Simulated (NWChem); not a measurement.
Single-point calculation of C3H7P

- system: C3H7P, SMILES CC(C)=P
- method: CC2/4-31G, RHF (NWChem 7.3.0)

The geometry comes from this level: GFN2-xTB.

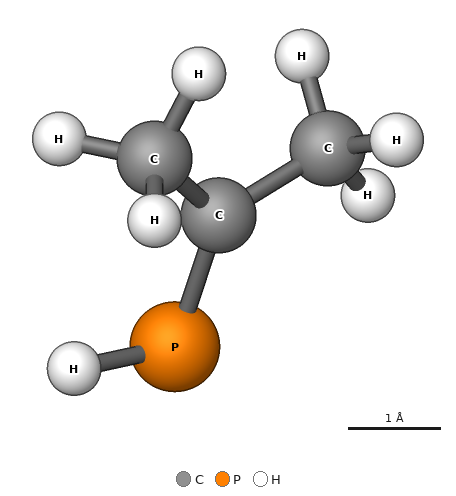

Fig. 1: The structure as given in the input (ball-and-stick view, seen at a tilt).

Input:
```
start c3h7p
title "C3H7P energy"
memory 2200 mb
charge 0

geometry noautosym nocenter
  zmatrix
    C
    C 1 1.499593
    C 2 1.493831 1 116.17236
    P 2 1.683088 3 119.72191 1 -179.9232
    H 1 1.087977 2 110.89375 3 0.48527
    H 1 1.090474 5 108.47121 2 121.84537
    H 1 1.090314 5 108.48447 6 116.28062
    H 3 1.091398 2 110.22035 1 59.72958
    H 3 1.088206 8 108.75271 2 -122.18152
    H 3 1.09117 9 108.80717 8 116.7699
    H 4 1.403385 2 96.25006 3 -179.97034
  end
end

basis "ao basis" spherical
  * library 4-31G
end

scf
  maxiter 60
  noprint "final vectors analysis"
end

tce
  scf
  cc2
  maxiter 100
end

task tce energy
```

Run on 1 thread of AMD EPYC (Zen 5), 16 GiB of memory available, shared host.

Launch command:
```bash
nwchem c3h7p.nw > c3h7p.out
```

The program's output:
```
Northwest Computational Chemistry Package (NWChem) 7.3.0
             --------------------------------------------------------

           Job information
           ---------------

    nwchem branch   = 7.3.0
    use scalapack   = T
    input           = c3h7p.nw
    prefix          = c3h7p.
    data base       = ./c3h7p.db
    status          = startup
    nproc           =        1

           Memory information
           ------------------

    heap     =     72089596 doubles =      550.0 Mbytes
    stack    =     72089601 doubles =      550.0 Mbytes
    global   =    144179200 doubles =     1100.0 Mbytes (distinct from heap & stack)
    total    =    288358397 doubles =     2200.0 Mbytes
    verify   = yes
    hardfail = no

           Directory information
           ---------------------

  0 permanent = .
  0 scratch   = .

                                NWChem Input Module
                                -------------------

                                   C3H7P energy
                                   ------------

 Scaling coordinates for geometry "geometry" by  1.889725989
 (inverse scale =  0.529177249)

                             Geometry "geometry" -> ""
                             -------------------------

 Output coordinates in angstroms (scale by  1.889725989 to convert to a.u.)

  No.       Tag          Charge          X              Y              Z
 ---- ---------------- ---------- -------------- -------------- --------------
    1 C                    6.0000     0.00000000     0.00000000     0.00000000
    2 C                    6.0000     0.00000000     0.00000000     1.49959300
    3 C                    6.0000     1.34067038     0.00000000     2.15848145
    4 P                   15.0000    -1.39360346     0.00195923     2.44333596
    5 H                    1.0000     1.01639886    -0.00860866    -0.38801186
    6 H                    1.0000    -0.50993941     0.88295935    -0.38662401
    7 H                    1.0000    -0.52510730    -0.87372305    -0.38685265
    8 H                    1.0000     1.90691892     0.88450067     1.86154587
    9 H                    1.0000     1.24695449    -0.00772293     3.24261705
   10 H                    1.0000     1.91410950    -0.87513865     1.84872043
   11 H                    1.0000    -2.30234084     0.00048782     1.37390449

      Atomic Mass
      -----------

      C                 12.000000
      P                 30.973760
      H                  1.007825

 Effective nuclear repulsion energy (a.u.)     156.1666184650

            Nuclear Dipole moment (a.u.)
            ----------------------------
        X                 Y               Z
 ---------------- ---------------- ----------------
   -19.1108658089     0.0607415591   124.2755344875

                                Z-matrix (user)
                                --------

 Units are Angstrom for bonds and degrees for angles

      Type          Name      I     J     K     L     M      Value
      ----------- --------  ----- ----- ----- ----- ----- ----------
    1 Stretch                  2     1                       1.49959
    2 Stretch                  3     2                       1.49383
    3 Bend                     3     2     1               116.17236
    4 Stretch                  4     2                       1.68309
    5 Bend                     4     2     3               119.72191
    6 Torsion                  4     2     3     1        -179.92320
    7 Stretch                  5     1                       1.08798
    8 Bend                     5     1     2               110.89375
    9 Torsion                  5     1     2     3           0.48527
   10 Stretch                  6     1                       1.09047
   11 Bend                     6     1     5               108.47121
   12 Torsion                  6     1     5     2         121.84537
   13 Stretch                  7     1                       1.09031
   14 Bend                     7     1     5               108.48447
   15 Torsion                  7     1     5     6         116.28062
   16 Stretch                  8     3                       1.09140
   17 Bend                     8     3     2               110.22035
   18 Torsion                  8     3     2     1          59.72958
   19 Stretch                  9     3                       1.08821
   20 Bend                     9     3     8               108.75271
   21 Torsion                  9     3     8     2        -122.18152
   22 Stretch                 10     3                       1.09117
   23 Bend                    10     3     9               108.80717
   24 Torsion                 10     3     9     8         116.76990
   25 Stretch                 11     4                       1.40339
   26 Bend                    11     4     2                96.25006
   27 Torsion                 11     4     2     3        -179.97034

            XYZ format geometry
            -------------------
    11
 geometry
 C                     0.00000000     0.00000000     0.00000000
 C                     0.00000000     0.00000000     1.49959300
 C                     1.34067038     0.00000000     2.15848145
 P                    -1.39360346     0.00195923     2.44333596
 H                     1.01639886    -0.00860866    -0.38801186
 H                    -0.50993941     0.88295935    -0.38662401
 H                    -0.52510730    -0.87372305    -0.38685265
 H                     1.90691892     0.88450067     1.86154587
 H                     1.24695449    -0.00772293     3.24261705
 H                     1.91410950    -0.87513865     1.84872043
 H                    -2.30234084     0.00048782     1.37390449

 ==============================================================================
                                internuclear distances
 ------------------------------------------------------------------------------
       center one      |      center two      | atomic units |  angstroms
 ------------------------------------------------------------------------------
    2 C                |   1 C                |     2.83382  |     1.49959
    3 C                |   2 C                |     2.82293  |     1.49383
    4 P                |   2 C                |     3.18058  |     1.68309
    5 H                |   1 C                |     2.05598  |     1.08798
    6 H                |   1 C                |     2.06070  |     1.09047
    7 H                |   1 C                |     2.06039  |     1.09031
    8 H                |   3 C                |     2.06244  |     1.09140
    9 H                |   3 C                |     2.05641  |     1.08821
   10 H                |   3 C                |     2.06201  |     1.09117
   11 H                |   4 P                |     2.65201  |     1.40339
 ------------------------------------------------------------------------------
                         number of included internuclear distances:         10
 ==============================================================================

 ==============================================================================
                                 internuclear angles
 ------------------------------------------------------------------------------
        center 1       |       center 2       |       center 3       |  degrees
 ------------------------------------------------------------------------------
    2 C                |   1 C                |   5 H                |   110.89
    2 C                |   1 C                |   6 H                |   110.77
    2 C                |   1 C                |   7 H                |   110.78
    5 H                |   1 C                |   6 H                |   108.47
    5 H                |   1 C                |   7 H                |   108.48
    6 H                |   1 C                |   7 H                |   107.33
    1 C                |   2 C                |   3 C                |   116.17
    1 C                |   2 C                |   4 P                |   124.11
    3 C                |   2 C                |   4 P                |   119.72
    2 C                |   3 C                |   8 H                |   110.22
    2 C                |   3 C                |   9 H                |   111.23
    2 C                |   3 C                |  10 H                |   110.27
    8 H                |   3 C                |   9 H                |   108.75
    8 H                |   3 C                |  10 H                |   107.46
    9 H                |   3 C                |  10 H                |   108.81
    2 C                |   4 P                |  11 H                |    96.25
 ------------------------------------------------------------------------------
                            number of included internuclear angles:         16
 ==============================================================================

 Summary of "ao basis" -> "" (spherical)
 ------------------------------------------------------------------------------
       Tag                 Description            Shells   Functions and Types
 ---------------- ------------------------------  ------  ---------------------
 *                           4-31G                    on all atoms

                      Basis "ao basis" -> "ao basis" (spherical)
                      -----
  [basis functions not shown]

 Summary of "ao basis" -> "ao basis" (spherical)
 ------------------------------------------------------------------------------
       Tag                 Description            Shells   Functions and Types
 ---------------- ------------------------------  ------  ---------------------
 C                           4-31G                   5        9   3s2p
 P                           4-31G                   7       13   4s3p
 H                           4-31G                   2        2   2s

                                 NWChem SCF Module
                                 -----------------

                                   C3H7P energy

  ao basis        = "ao basis"
  functions       =    54
  atoms           =    11
  closed shells   =    20
  open shells     =     0
  charge          =   0.00
  wavefunction    = RHF
  input vectors   = atomic
  output vectors  = ./c3h7p.movecs
  use symmetry    = F
  symmetry adapt  = F

 Summary of "ao basis" -> "ao basis" (spherical)
 ------------------------------------------------------------------------------
       Tag                 Description            Shells   Functions and Types
 ---------------- ------------------------------  ------  ---------------------
 C                           4-31G                   5        9   3s2p
 P                           4-31G                   7       13   4s3p
 H                           4-31G                   2        2   2s

 Forming initial guess at       0.0s

      Superposition of Atomic Density Guess
      -------------------------------------

 Sum of atomic energies:        -456.59903937

      Non-variational initial energy
      ------------------------------

 Total energy =    -458.938297
 1-e energy   =    -936.235747
 2-e energy   =     321.130832
 HOMO         =      -0.241919
 LUMO         =      -0.009068

 Starting SCF solution at       0.1s

 ----------------------------------------------
         Quadratically convergent ROHF

 Convergence threshold     :          1.000E-04
 Maximum no. of iterations :           60
 Final Fock-matrix accuracy:          1.000E-07
 ----------------------------------------------

              iter       energy          gnorm     gmax       time
             ----- ------------------- --------- --------- --------
                 1     -457.7410521478  6.07D-01  1.60D-01      0.2
                 2     -457.7740371530  2.47D-01  6.85D-02      0.4
                 3     -457.7790577741  1.35D-02  3.45D-03      0.7
                 4     -457.7790803972  7.73D-05  3.14D-05      1.5

       Final RHF  results
       ------------------

         Total SCF energy =   -457.779080397201
      One-electron energy =   -938.664418812028
      Two-electron energy =    324.718719949855
 Nuclear repulsion energy =    156.166618464972

        Time for solution =      1.4s

             Final eigenvalues
             -----------------

              1
    1  -79.7772
    2  -11.2558
    3  -11.2137
    4  -11.2125
    5   -7.4534
    6   -5.3505
    7   -5.3481
    8   -5.3473
    9   -1.0888
   10   -0.9598
   11   -0.8772
   12   -0.6979
   13   -0.6089
   14   -0.6003
   15   -0.5875
   16   -0.5547
   17   -0.5106
   18   -0.4775
   19   -0.3708
   20   -0.3209
   21    0.0990
   22    0.2068
   23    0.2601
   24    0.2860
   25    0.3028
   26    0.3037
   27    0.3074
   28    0.3435
   29    0.3532
   30    0.4475

 center of mass
 --------------
 x =  -0.62052562 y =   0.00161997 z =   3.23676066

 moments of inertia (a.u.)
 ------------------
         262.928248869431           0.225434183569          75.234944268035
           0.225434183569         571.731707140188          -0.156620143038
          75.234944268035          -0.156620143038         331.055521264337

  Mulliken analysis of the total density
  --------------------------------------

    Atom       Charge   Shell Charges
 -----------   ------   -------------------------------------------------------
    1 C    6     6.44   2.00  0.55  1.92  0.81  1.17
    2 C    6     6.40   2.00  0.59  1.77  0.75  1.31
    3 C    6     6.43   2.00  0.55  1.92  0.80  1.16
    4 P   15    14.76   2.00  1.99  5.85  0.29  1.03  1.51  2.10
    5 H    1     0.83   0.54  0.30
    6 H    1     0.81   0.53  0.28
    7 H    1     0.81   0.53  0.28
    8 H    1     0.82   0.53  0.29
    9 H    1     0.82   0.53  0.29
   10 H    1     0.83   0.53  0.29
   11 H    1     1.04   0.53  0.50

       Multipole analysis of the density wrt the origin
       ------------------------------------------------

     L   x y z        total         open         nuclear
     -   - - -        -----         ----         -------
     0   0 0 0     -0.000000      0.000000     40.000000

     1   1 0 0      0.558323      0.000000    -19.110866
     1   0 1 0      0.000718      0.000000      0.060742
     1   0 0 1     -0.678361      0.000000    124.275534

     2   2 0 0    -25.258680      0.000000    198.697617
     2   1 1 0      0.002250      0.000000     -0.144116
     2   1 0 1      3.328674      0.000000    -91.912624
     2   0 2 0    -25.619905      0.000000     11.039623
     2   0 1 1     -0.000869      0.000000      0.271596
     2   0 0 2    -30.300278      0.000000    538.267498

                   NWChem Extensible Many-Electron Theory Module
                   ---------------------------------------------

              ======================================================
                   This portion of the program was automatically
                  generated by a Tensor Contraction Engine (TCE).
                  The development of this portion of the program
                 and TCE was supported by US Department of Energy,
                Office of Science, Office of Basic Energy Science.
                      TCE is a product of Battelle and PNNL.
              ======================================================

                                   C3H7P energy

            General Information
            -------------------
      Number of processors :     1
         Wavefunction type : Restricted Hartree-Fock
          No. of electrons :    40
           Alpha electrons :    20
            Beta electrons :    20
           No. of orbitals :   108
            Alpha orbitals :    54
             Beta orbitals :    54
        Alpha frozen cores :     0
         Beta frozen cores :     0
     Alpha frozen virtuals :     0
      Beta frozen virtuals :     0
         Spin multiplicity : singlet
    Number of AO functions :    54
       Number of AO shells :    36
        Use of symmetry is : off
      Symmetry adaption is : off
         Schwarz screening : 0.10D-09

          Correlation Information
          -----------------------
          Calculation type : CC2 calculations
   Perturbative correction : none
            Max iterations :      100
        Residual threshold : 0.10D-06
     T(0) DIIS level shift : 0.00D+00
     L(0) DIIS level shift : 0.00D+00
     T(1) DIIS level shift : 0.00D+00
     L(1) DIIS level shift : 0.00D+00
     T(R) DIIS level shift : 0.00D+00
     T(I) DIIS level shift : 0.00D+00
   CC-T/L Amplitude update :  5-th order DIIS
                I/O scheme : Global Array Library
        L-threshold :  0.10D-06
        EOM-threshold :  0.10D-06
 no EOMCCSD initial starts read in
 TCE RESTART OPTIONS
 READ_INT:   F
 WRITE_INT:  F
 READ_TA:    F
 WRITE_TA:   F
 READ_XA:    F
 WRITE_XA:   F
 READ_IN3:   F
 WRITE_IN3:  F
 SLICE:      F
 D4D5:       F
 quantumc:   F
 qrotation:  F
 pwtce:      F
 qducc:      F
 nacto:                         0
 nrotv:                         0
 nrot:                          0

            Memory Information
            ------------------
          Available GA space size is     144176284 doubles
          Available MA space size is     144176164 doubles

 Maximum block size        32 doubles

 tile_dim =     20

 Block   Spin    Irrep     Size     Offset   Alpha
 -------------------------------------------------
   1    alpha     a     20 doubles       0       1
   2    beta      a     20 doubles      20       1
   3    alpha     a     17 doubles      40       3
   4    alpha     a     17 doubles      57       4
   5    beta      a     17 doubles      74       3
   6    beta      a     17 doubles      91       4

 Global array virtual files algorithm will be used

 Parallel file system coherency ......... OK

 Fock matrix recomputed
 1-e file size   =             2916
 1-e file name   = ./c3h7p.f1

 tce_ao2e: fast2e=1
 half-transformed integrals in memory

 2-e (intermediate) file size =        19857960
 2-e (intermediate) file name = ./c3h7p.v2i

 tce_mo2e: fast2e=1
 2-e integrals stored in memory

 2-e file size   =         12293865
 2-e file name   = ./c3h7p.v2
 T1-number-of-tasks                    2

 t1 file size   =              680
 t1 file name   = ./c3h7p.t1
 t1 file handle =       -999
 T2-number-of-boxes                    7

 t2 file size   =           809200
 t2 file name   = ./c3h7p.t2
 t2 file handle =       -996

 CCSD iterations
 -----------------------------------------------------------------
 Iter          Residuum       Correlation     Cpu    Wall    V2*C2
 -----------------------------------------------------------------
    1   0.0226606308070  -0.3577504187712     0.1     0.1     0.0
    2   0.0050601651444  -0.3613086064914     0.1     0.1     0.0
    3   0.0039686572191  -0.3618378832562     0.1     0.1     0.0
    4   0.0016505311602  -0.3622611896133     0.1     0.1     0.0
    5   0.0010175146198  -0.3623971646178     0.1     0.1     0.0
 MICROCYCLE DIIS UPDATE:                    5                    5
    6   0.0001500052478  -0.3625495660663     0.1     0.1     0.0
    7   0.0000522206151  -0.3625536897781     0.1     0.1     0.0
    8   0.0000266816582  -0.3625567778116     0.1     0.1     0.0
    9   0.0000131535444  -0.3625569181975     0.1     0.1     0.0
   10   0.0000071449731  -0.3625571396214     0.1     0.1     0.0
 MICROCYCLE DIIS UPDATE:                   10                    5
   11   0.0000013874062  -0.3625571910722     0.1     0.1     0.0
   12   0.0000005238588  -0.3625573372755     0.1     0.1     0.0
   13   0.0000002913293  -0.3625573804129     0.1     0.1     0.0
   14   0.0000001416356  -0.3625574038751     0.1     0.1     0.0
   15   0.0000000787743  -0.3625574142423     0.1     0.1     0.0
 -----------------------------------------------------------------
 Iterations converged
 CC2  correlation energy / hartree =        -0.362557414242277
 CC2  total energy / hartree       =      -458.141637811442934

 Singles contributions

 Doubles contributions
    21a   (alpha)    21a   (beta ) ---    20a   (alpha)    20a   (beta )       -0.1150326720

 Task  times  cpu:        5.1s     wall:        5.1s
 Total times  cpu:        5.1s     wall:        5.1s
```

Results in brief:

- outcome: converged
- total energy: −458.141638 hartree
- SCF energy: −457.779080 hartree
- correlation energy: −0.362557 hartree
- basis functions: 54
- wall time: 5.7 s
- peak memory: 0.34 GiB
